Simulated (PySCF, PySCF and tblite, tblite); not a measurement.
# hexamethyldisiloxane (C6H18OSi2): conformers and averaged spectra

Which conformers does hexamethyldisiloxane (C6H18OSi2) (`C[Si](C)(C)O[Si](C)(C)C`) populate, and what do their averaged NMR parameters look like?

Computed with tblite 0.8.0 (tight binding) and PySCF 2.14.0 (DFT, with response routines of our own); each step states its level. Atoms count from 0 throughout.

## (1) The starting structure

27 atoms, charge 0, multiplicity 1; geometry from: MMFF94s geometry.

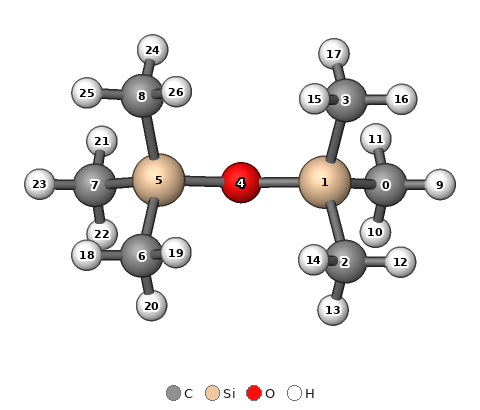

The starting geometry (carbon grey, silicon light orange, oxygen red, hydrogen white), atoms numbered.

## (2) GFN2-xTB relaxation, conformer 1

Job settings and geometry (Å):

```
{"job": {"xc": "GFN2-xTB", "basis": "xTB", "kind": "relax"}, "charge": 0, "multiplicity": 1}
C      2.885900     0.695800    -1.264400
Si     1.562000     0.277600     0.008100
C      2.090200    -1.321300     0.880300
C      1.522900     1.659800     1.285200
O      0.079700     0.095800    -0.718600
Si    -1.530800    -0.223500    -0.399000
C     -1.720300    -1.885600     0.447900
C     -2.506200    -0.254800    -1.993700
C     -2.256200     1.098700     0.716900
H      3.852000     0.814900    -0.785100
H      2.947600    -0.095000    -2.016300
H      2.622600     1.630700    -1.770800
H      3.073200    -1.212000     1.324400
H      2.106900    -2.149600     0.163400
H      1.377700    -1.560100     1.681000
H      0.819700     1.415000     2.110900
H      2.514800     1.801700     1.738900
H      1.209700     2.588100     0.832200
H     -2.779400    -2.113100     0.619100
H     -1.214200    -1.888300     1.429800
H     -1.291100    -2.678600    -0.156200
H     -2.444600     0.705900    -2.511500
H     -2.123100    -1.028000    -2.654000
H     -3.573700    -0.475000    -1.797000
H     -2.150600     2.095100     0.263600
H     -3.336000     0.914800     0.888300
H     -1.758800     1.117700     1.688800
```

Run with:

```
> OMP_NUM_THREADS=1 python ens_run.py task.json out
```

The driver reads the study from task.json and runs its stages one after another.

Output:

```text
step      E/eV     max force
  0    -805.83529    1.071
  1    -805.91581    0.263
  2    -805.93195    0.228
  3    -805.94873    0.257
  4    -805.96530    0.272
  5    -805.97572    0.166
  6    -805.98311    0.163
  7    -805.98847    0.152
  8    -805.99121    0.081
  9    -805.99250    0.064
 10    -805.99366    0.073
 11    -805.99535    0.121
 12    -805.99768    0.138
 13    -806.00047    0.120
 14    -806.00357    0.117
 15    -806.00740    0.130
 16    -806.01248    0.159
 17    -806.01812    0.163
 18    -806.02215    0.111
 19    -806.02414    0.077
 20    -806.02553    0.072
 21    -806.02727    0.103
 22    -806.02953    0.109
 23    -806.03173    0.100
 24    -806.03324    0.124
 25    -806.03422    0.124
 26    -806.03515    0.111
 27    -806.03626    0.087
 28    -806.03737    0.059
 29    -806.03826    0.056
 30    -806.03885    0.061
 31    -806.03921    0.049
 32    -806.03944    0.030
 33    -806.03944    0.030
 34    -806.03953    0.025
 35    -806.03978    0.028
 36    -806.03992    0.032
 37    -806.04037    0.043
 38    -806.04086    0.043
 39    -806.04144    0.043
 40    -806.04189    0.052
 41    -806.04224    0.056
 42    -806.04260    0.052
 43    -806.04308    0.051
 44    -806.04373    0.058
 45    -806.04447    0.056
 46    -806.04513    0.055
 47    -806.04560    0.042
 48    -806.04597    0.037
 49    -806.04635    0.036
 50    -806.04673    0.037
 51    -806.04704    0.034
 52    -806.04727    0.035
 53    -806.04752    0.050
 54    -806.04785    0.055
 55    -806.04821    0.040
 56    -806.04846    0.028
 57    -806.04862    0.026
 58    -806.04877    0.032
 59    -806.04897    0.035
 60    -806.04922    0.033
 61    -806.04946    0.030
 62    -806.04968    0.036
 63    -806.04996    0.052
 64    -806.05031    0.061
 65    -806.05071    0.077
 66    -806.05114    0.089
 67    -806.05164    0.091
 68    -806.05236    0.084
 69    -806.05338    0.094
 70    -806.05452    0.065
 71    -806.05528    0.039
 72    -806.05560    0.030
 73    -806.05581    0.034
 74    -806.05600    0.028
 75    -806.05611    0.019
 76    -806.05617    0.013
 77    -806.05622    0.018
 78    -806.05629    0.020
 79    -806.05636    0.015
 80    -806.05638    0.007
 81    -806.05639    0.004
 82    -806.05640    0.004
```

It took 1 s on 1 thread of Arm Neoverse V1, shared host.

The energy fell by 0.221 eV, and the atoms moved 0.29 Å (root mean square).

## (3) Shieldings, conformer 1: KT3/6-31G*

Job settings and geometry (Å):

```
{"job": {"xc": "KT3", "basis": "6-31G*", "kind": "nmr", "pop": true}, "charge": 0, "multiplicity": 1}
C      2.582835     0.674072    -1.435530
Si     1.583675     0.263385     0.131679
C      2.195688    -1.351094     0.937089
C      1.634470     1.699035     1.383280
O      0.041527     0.049514    -0.359640
Si    -1.563529    -0.239493    -0.291746
C     -1.847032    -1.948280     0.501129
C     -2.189513    -0.198309    -2.088868
C     -2.384722     1.124017     0.754813
H      3.631544     0.833426    -1.205819
H      2.522659    -0.131029    -2.161279
H      2.209836     1.573387    -1.915670
H      3.235564    -1.279806     1.239884
H      2.109971    -2.186334     0.248572
H      1.612178    -1.596423     1.819442
H      1.063526     1.463296     2.276443
H      2.649600     1.926210     1.693051
H      1.210606     2.602829     0.956180
H     -2.898996    -2.215126     0.510929
H     -1.493209    -1.968982     1.527571
H     -1.315666    -2.724108    -0.041554
H     -1.999623     0.765855    -2.550243
H     -1.697606    -0.952108    -2.695701
H     -3.258135    -0.382040    -2.137086
H     -2.177836     2.108150     0.345448
H     -3.462703     1.003864     0.794020
H     -2.015004     1.112519     1.775766
```

Output:

```text
coarse grid: 22016 points
cycle   1  E = -903.1153367517  dE =  3.960e-01  |g| = 1.211e+00  |ddm| = 4.421e+00
cycle   2  E = -902.4427617538  dE =  6.726e-01  |g| = 2.087e+00  |ddm| = 3.483e+00
cycle   3  E = -903.4238732724  dE = -9.811e-01  |g| = 4.317e-01  |ddm| = 2.703e+00
cycle   4  E = -903.4676314476  dE = -4.376e-02  |g| = 5.259e-02  |ddm| = 4.421e-01
cycle   5  E = -903.4682416125  dE = -6.102e-04  |g| = 1.041e-02  |ddm| = 5.155e-02
cycle   6  E = -903.4682784666  dE = -3.685e-05  |g| = 3.019e-03  |ddm| = 1.951e-02
cycle   7  E = -903.4682808997  dE = -2.433e-06  |g| = 3.407e-04  |ddm| = 3.892e-03
final grid: 199008 points
cycle   8  E = -903.2877593513  dE = -8.995e-05  |g| = 1.606e-02  |ddm| = 3.990e-02
cycle   9  E = -903.2875950393  dE =  1.643e-04  |g| = 3.310e-02  |ddm| = 3.877e-02
cycle  10  E = -903.2878072566  dE = -2.122e-04  |g| = 1.344e-03  |ddm| = 2.811e-02
cycle  11  E = -903.2878078268  dE = -5.702e-07  |g| = 2.217e-04  |ddm| = 2.079e-03
cycle  12  E = -903.2878078387  dE = -1.188e-08  |g| = 6.838e-05  |ddm| = 2.701e-04
cycle  13  E = -903.2878078400  dE = -1.323e-09  |g| = 1.318e-05  |ddm| = 8.780e-05
cycle  14  E = -903.2878078400  dE = -3.911e-11  |g| = 4.690e-06  |ddm| = 1.838e-05
converged SCF energy = -903.2878078400

GIAO shielding tensors (ppm)
atom      isotropic    diamagn.    paramagn.     s11        s22        s33       span
  0 C      190.369     253.313     -62.944    181.995    190.135    198.978     16.983
  1 Si     394.172     882.471    -488.299    378.642    381.597    422.277     43.636
  2 C      190.045     254.543     -64.498    182.444    189.744    197.949     15.505
  3 C      190.073     254.583     -64.511    182.429    189.846    197.943     15.514
  4 O      264.366     404.844    -140.478    245.294    272.109    275.695     30.402
  5 Si     394.356     882.480    -488.124    378.530    381.812    422.725     44.196
  6 C      190.073     254.594     -64.521    182.434    189.855    197.929     15.495
  7 C      190.412     253.283     -62.871    182.035    190.212    198.988     16.953
  8 C      190.041     254.552     -64.511    182.444    189.750    197.930     15.486
  9 H       32.798      30.211       2.587     28.737     30.120     39.536     10.799
 10 H       32.374      32.428      -0.054     28.596     30.638     37.889      9.293
 11 H       32.378      32.444      -0.066     28.591     30.645     37.898      9.307
 12 H       32.723      30.809       1.914     28.648     29.973     39.548     10.900
 13 H       32.362      33.225      -0.862     29.022     30.471     37.594      8.572
 14 H       32.407      33.902      -1.495     28.700     31.097     37.425      8.725
 15 H       32.406      33.898      -1.492     28.788     31.018     37.414      8.626
 16 H       32.719      30.824       1.895     28.631     29.971     39.556     10.925
 17 H       32.362      33.304      -0.942     28.962     30.571     37.552      8.590
 18 H       32.727      30.850       1.878     28.639     29.991     39.552     10.912
 19 H       32.412      33.911      -1.499     28.801     31.019     37.415      8.614
 20 H       32.365      33.309      -0.944     28.966     30.562     37.568      8.602
 21 H       32.375      32.412      -0.038     28.594     30.623     37.906      9.313
 22 H       32.378      32.431      -0.054     28.589     30.632     37.912      9.324
 23 H       32.802      30.216       2.586     28.739     30.143     39.523     10.784
 24 H       32.366      33.225      -0.859     29.030     30.462     37.606      8.575
 25 H       32.730      30.834       1.896     28.655     29.991     39.545     10.890
 26 H       32.412      33.914      -1.502     28.711     31.100     37.426      8.715
```

Wall time 76 s (1 thread of Arm Neoverse V1, shared host); peak memory 0.81 GiB.

In short: HOMO -6.20 eV, LUMO 1.06 eV; dipole 0.34 D.

Orbitals, density, ELF and potential are computed afterwards from the orbital file.

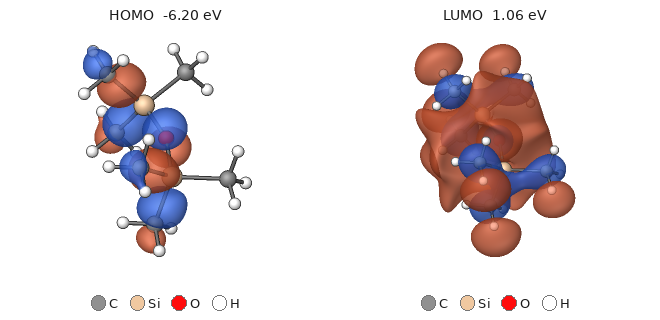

Frontier orbitals at KT3/6-31G*; each surface holds 70 % of the orbital's density, blue and red mark the sign.

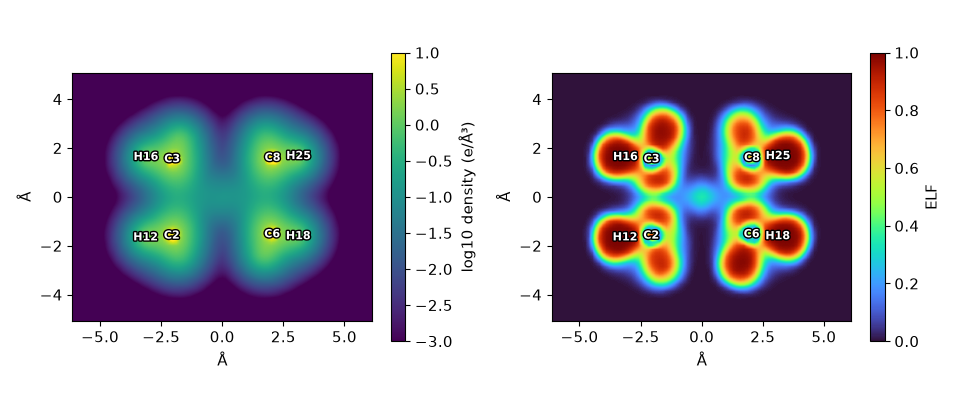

Density (left) and ELF (right) in a plane through or near 8 of the atoms.

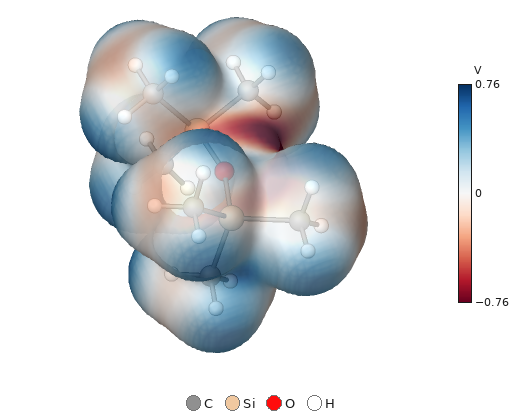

The potential that a unit positive charge feels on the 0.002 e/bohr³ surface, from the 1st to the 99th percentile, from -0.76 V near O4 to 0.55 V near H18.

## (4) Single-point energy, conformer 1: PBE0/def2-SVP

The job, as its differences from that of step 3:

```diff
@@ -1,2 +1,2 @@
-{"job": {"xc": "KT3", "basis": "6-31G*", "kind": "nmr", "pop": true}, "charge": 0, "multiplicity": 1}
+{"job": {"xc": "PBE0", "basis": "def2-SVP", "kind": "sp"}, "charge": 0, "multiplicity": 1}
 C      2.582835     0.674072    -1.435530
```

Output:

```text
coarse grid: 22016 points
cycle   1  E = -892.4962413886  dE =  4.057e-01  |g| = 9.279e-01  |ddm| = 4.918e+00
cycle   2  E = -892.3550059530  dE =  1.412e-01  |g| = 1.256e+00  |ddm| = 2.382e+00
cycle   3  E = -892.6817918760  dE = -3.268e-01  |g| = 1.989e-01  |ddm| = 1.626e+00
cycle   4  E = -892.6903247822  dE = -8.533e-03  |g| = 2.351e-02  |ddm| = 1.973e-01
cycle   5  E = -892.6904652893  dE = -1.405e-04  |g| = 3.017e-03  |ddm| = 2.624e-02
cycle   6  E = -892.6904680857  dE = -2.796e-06  |g| = 7.186e-04  |ddm| = 6.211e-03
final grid: 199008 points
cycle   7  E = -892.8122550865  dE = -3.434e-05  |g| = 1.231e-02  |ddm| = 3.067e-02
cycle   8  E = -892.8122318352  dE =  2.325e-05  |g| = 1.627e-02  |ddm| = 2.417e-02
cycle   9  E = -892.8122907382  dE = -5.890e-05  |g| = 2.176e-03  |ddm| = 1.460e-02
cycle  10  E = -892.8122917219  dE = -9.837e-07  |g| = 6.295e-05  |ddm| = 2.254e-03
cycle  11  E = -892.8122917228  dE = -8.567e-10  |g| = 3.884e-05  |ddm| = 1.564e-04
cycle  12  E = -892.8122917232  dE = -4.807e-10  |g| = 4.749e-06  |ddm| = 6.125e-05
converged SCF energy = -892.8122917232
```

Wall time 26 s (1 thread of Arm Neoverse V1, shared host); peak memory 0.91 GiB.

This run: HOMO -7.62 eV, LUMO 1.27 eV; dipole 0.36 D.

[end of part 1 of 2]
